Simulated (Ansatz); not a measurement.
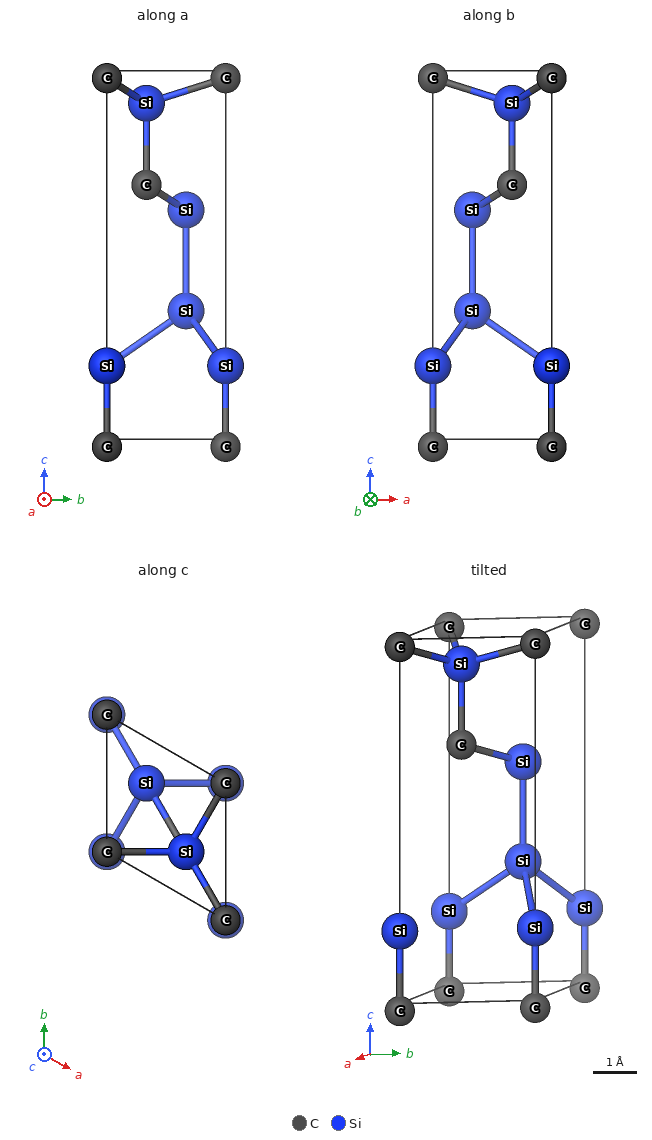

Structure drawing (ball-and-stick), viewed along the a axis, along the b axis, along the c axis and slightly off an axis. The lines enclose the conventional unit cell; boundary atoms appear with their images.

Lattice parameters: a = 3.2122 Å, b = 3.2122 Å, c = 8.6396 Å, α = 90.000°, β = 90.000°, γ = 120.000°.

Turn the picture into a CIF with its space group and independent sites, with free fractional coordinates to two decimals.

Answer.
```cif
data_structure
_symmetry_space_group_name_H-M 'P 3 m 1'
_symmetry_Int_Tables_number 156
_cell_length_a 3.2122
_cell_length_b 3.2122
_cell_length_c 8.6396
_cell_angle_alpha 90.000
_cell_angle_beta 90.000
_cell_angle_gamma 120.000
_cell_volume 77.20
loop_
_atom_site_label
_atom_site_type_symbol
_atom_site_symmetry_multiplicity
_atom_site_Wyckoff_symbol
_atom_site_fract_x
_atom_site_fract_y
_atom_site_fract_z
_atom_site_occupancy
C1 C 1 a 0.00 0.00 0.98 1
C2 C 1 c 0.6667 0.3333 0.69 1
Si1 Si 1 b 0.3333 0.6667 0.35 1
Si2 Si 1 c 0.6667 0.3333 0.91 1
Si3 Si 1 b 0.3333 0.6667 0.62 1
Si4 Si 1 a 0.00 0.00 0.20 1
```

The model was built from a structure type filled with these elements by a generator (whether the compound takes this form wasn't checked). The picture shows the end point of a geometry optimisation with DFT, PBE, plane waves, PAW (Ansatz 0.2.0).
